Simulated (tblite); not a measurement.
**PH3S: frequency calculation**

PH3S, SMILES [PH3]=S, computed with GFN2-xTB harmonic vibrations, gas phase (tblite 0.8.0).

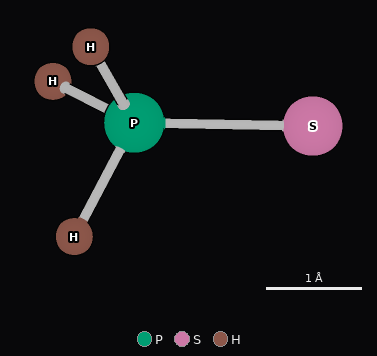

The structure (ball-and-stick view, seen at a tilt). Bond lengths as drawn: H–P 1.39 Å and P–S 1.91 Å.

### The input
```
{"job": {"kind": "ir", "xc": "GFN2-xTB", "basis": "xTB"}, "charge": 0, "multiplicity": 1}
P      0.014234     0.000171    -0.005313
S      1.913662    -0.018695    -0.237836
H     -0.515749    -0.600132     1.135823
H     -0.628242     1.235229     0.066880
H     -0.775283    -0.613721    -0.976741
```

The first line tells a small driver script what to run in tblite; the rest is the geometry in Å.

Run on 1 CPU thread, shared host.

Launch command:
```bash
OMP_NUM_THREADS=1 python <driver script> task.json out
```

### Log
```
mode    cm-1     km/mol
  1     609.0      6.90
  2     609.4      6.94
  3     750.1      6.99
  4    1051.9     11.09
  5    1053.0     13.33
  6    1056.4    356.49
  7    2277.5    155.10
  8    2280.3     86.83
  9    2280.8     81.06
```

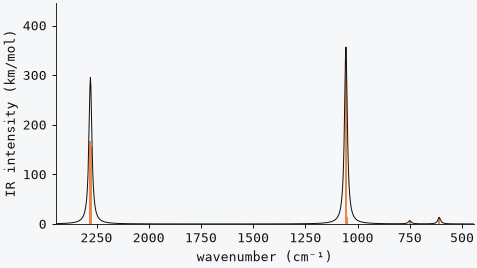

Harmonic infrared spectrum, unscaled: sticks (degenerate modes added up, dark ones marked on the axis) with a Lorentzian envelope of 16 cm⁻¹ full width, scaled to the tallest stick. 9 modes from 609 to 2281 cm⁻¹, none imaginary. The strongest line is at 1056 cm⁻¹ (356 km/mol). All modes, in cm⁻¹ (km/mol): 609 (6.9), 609 (6.9), 750 (7.0), 1052 (11.1), 1053 (13.3), 1056 (356), 2278 (155), 2280 (87), 2281 (81).

### Summary

- outcome: converged
- total energy: −198.6201 eV
- zero-point energy: 17.1100 kcal/mol
- peak memory: 0.18 GiB
